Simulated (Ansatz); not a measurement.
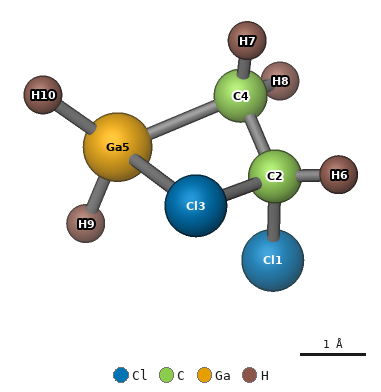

C₂H₅Cl₂Ga, before the relaxation. A ball-and-stick model, seen face on.

The start comes from GFN2-xTB.

Computed with RKS PBE0-D4/def2-TZVP in Ansatz 0.2.0.

Input
```yaml
crystal:
  periodic: [false, false, false]
  atoms:
    - {symbol: Cl, position_ang: [-1.284850, -0.490970, 1.605200]}
    - {symbol: C, position_ang: [-0.019710, -1.037620, 0.513470]}
    - {symbol: Cl, position_ang: [1.484580, -0.247410, 1.086330]}
    - {symbol: C, position_ang: [-0.303400, -0.444270, -0.843760]}
    - {symbol: Ga, position_ang: [0.194300, 1.429900, -0.161560]}
    - {symbol: H, position_ang: [0.103840, -2.118850, 0.608500]}
    - {symbol: H, position_ang: [0.414670, -0.845950, -1.571690]}
    - {symbol: H, position_ang: [-1.300950, -0.748770, -1.171130]}
    - {symbol: H, position_ang: [-0.615290, 2.294300, 0.842230]}
    - {symbol: H, position_ang: [1.326810, 2.209630, -0.907600]}
basis:
  gaussian: {orbitals: def2-TZVP}
hamiltonian: {xc: pbe0, dispersion: d4}
relax: {f_tol: 0.005, max_steps: 150}
```

Launched with:
```bash
ansatz run in.yaml --threads 4 --pin off --events-out ev --progress --plain --max-ram 10444MiB
```

### Where does the relaxation end?

The atom that moves furthest after the best rigid fit is Cl1 (0.50 Å). By element the largest moves are Cl 0.50 Å, H 0.29 Å, Ga 0.22 Å, C 0.16 Å. Among the contacts that change: Cl1–Ga5 3.000 → 3.626 Å, Cl3–Ga5 2.457 → 2.799 Å, C4–Ga5 2.056 → 2.009 Å, C2–Cl3 1.793 → 1.825 Å. Among the angles between lasting bonds that change: C2–C4–Ga5 90.8° → 104.9°, Ga5–C4–H8 125.0° → 115.9°, H9–Ga5–H10 114.1° → 122.3°. After 6 accepted moves (7 points after the start) the energy has fallen by 45.8 kJ/mol. The largest force component goes from 1.3 to 0.0026 eV/Å. The line search rejected the trial step at point 5 of the run.

History of the run:

| step | E − E(0), kJ/mol | largest force component, eV/Å | note |
| --- | --- | --- | --- |
| 0 | 0.00 | 1.2717 |  |
| 1 | -30.85 | 0.4865 |  |
| 2 | -42.76 | 0.3016 |  |
| 3 | -45.01 | 0.1777 |  |
| 4 | -45.70 | 0.0948 |  |
| 5 | -45.67 | 0.1453 | rejected |
| 6 | -45.74 | 0.0388 |  |
| 7 | -45.76 | 0.0026 |  |

Final geometry:

```xyz
10

Cl   -1.4060   -0.9728    1.6845
C    -0.0406   -1.0818    0.5683
Cl    1.4304   -0.3320    1.3451
C    -0.2869   -0.3498   -0.7191
Ga    0.2288    1.5541   -0.3386
H     0.2077   -2.1375    0.4854
H     0.3908   -0.7451   -1.4803
H    -1.3138   -0.5073   -1.0510
H    -0.5974    2.3899    0.6959
H     1.3870    2.1822   -1.1903
```

The end point in the same view:

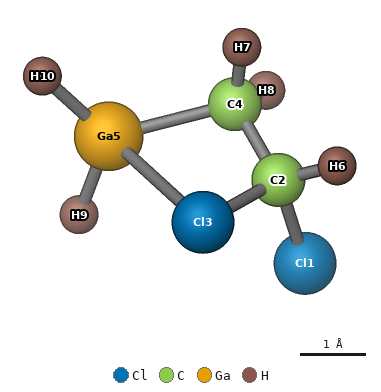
